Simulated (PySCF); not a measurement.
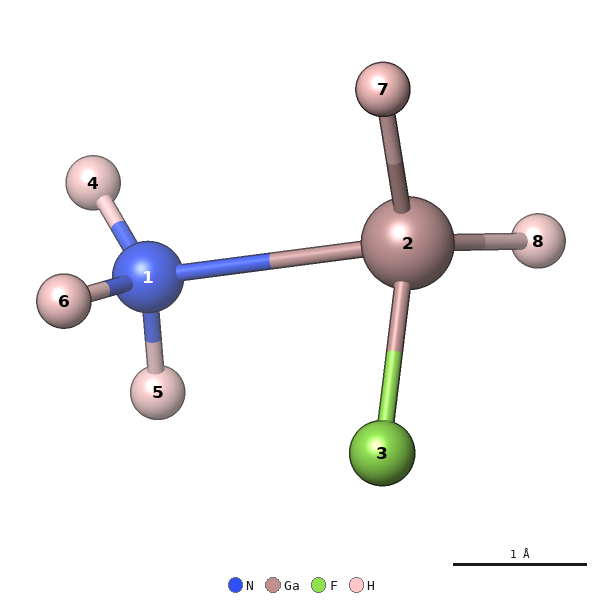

Orthographic view. Distant atoms are faded towards the background colour. The geometry was computed by an optimisation with GFN2-xTB. No frequency run is at hand to confirm it as a minimum.

Write a Z-matrix (Å, degrees) in the order of the atom numbers, with these reference atoms: 2 to 1; 3 to 2, 1; 4 to 1, 2, 3; 5 to 1, 4, 2; 6 to 1, 4, 5; 7 to 2, 3, 1; 8 to 2, 7, 3.

```
N  
Ga   1   2.178
F    2   1.752   1    88.3
H    1   1.017   2   122.2   3  -179.8
H    1   1.021   4   108.7   2  -122.0
H    1   1.021   4   108.6   5  -115.7
H    2   1.536   3   113.7   1   105.1
H    2   1.536   7   124.3   3  -145.9
```
